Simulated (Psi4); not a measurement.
Reaction (SMILES): C=CCl + 3 [H][H] (H2) → 2 C (CH4) + Cl (HCl)
B3LYP-D3(BJ)/def2-TZVP geometries, fixed; electronic energies without zero-point terms.
Largest species:
```xyz
6

C      0.0112     0.7589    -0.0124
C      1.3049     1.0233     0.0034
Cl    -0.6370    -0.8532     0.0042
H     -0.7591     1.5163    -0.0370
H      2.0529     0.2431     0.0280
H      1.6388     2.0524    -0.0084
```
Charge 0, spin multiplicity 1.

Basis-set convergence of the energy of full hydrogenation at PBE with Psi4. Cartesian d functions, on some or all atoms, in 6-31G**; all else is spherical. Density fitting with the program's default auxiliary sets. Psi4's default fitting sets serve the pcseg sets less well. No added dispersion term, no relativity. Functions are those of the species that has most. Reference: the value in def2-QZVPP, -75.02 kcal/mol, itself unsure by roughly 0.06 kcal/mol (its distance from cc-pV(Q+d)Z). Deviations are taken from unrounded values.

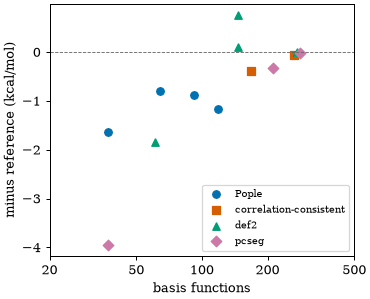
Deviation from the reference against the number of basis functions, by family of sets.

| basis | functions | energy of full hydrogenation (kcal/mol) | minus reference (kcal/mol) |
|---|---|---|---|
| 6-31G | 37 | -76.66 | -1.63 |
| pcseg-0 | 37 | -78.97 | -3.94 |
| def2-SVP | 61 | -76.87 | -1.85 |
| 6-31G** | 64 | -75.82 | -0.79 |
| 6-311+G** | 92 | -75.91 | -0.89 |
| 6-311++G(2d,2p) | 119 | -76.18 | -1.16 |
| def2-TZVPP | 146 | -74.92 | 0.11 |
| def2-TZVPD | 147 | -74.27 | 0.76 |
| jun-cc-pV(T+d)Z | 168 | -75.40 | -0.38 |
| aug-pcseg-2 | 211 | -75.35 | -0.33 |
| cc-pV(Q+d)Z | 264 | -75.09 | -0.06 |
| def2-QZVPP | 274 | -75.02 | 0.00 |
| pcseg-3 | 283 | -75.04 | -0.01 |
